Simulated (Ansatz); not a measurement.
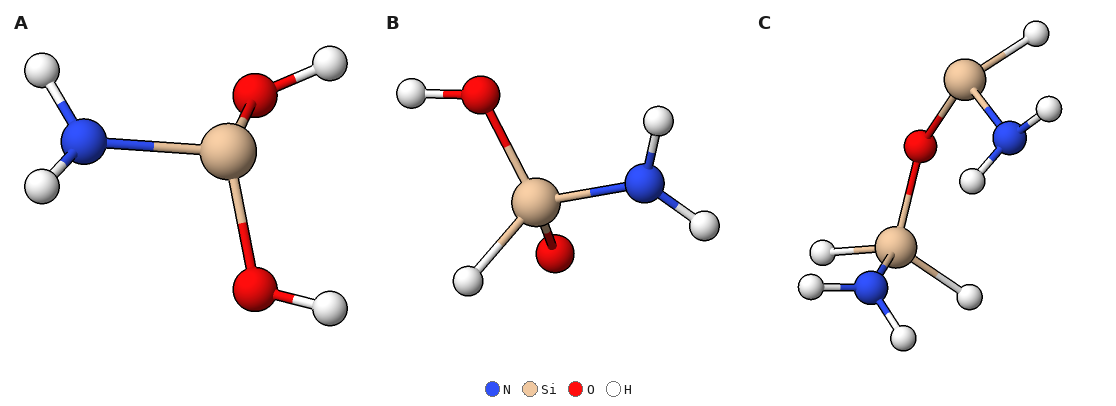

The picture comes from a calculation with Ansatz.

State: neutral, doublet.

Match each picture to its SMILES.
(1) N[SiH]O[SiH2]N
(2) N[Si](O)O
(3) N[Si@H]([O])O

Answer. A is (2), B is (3), C is (1).
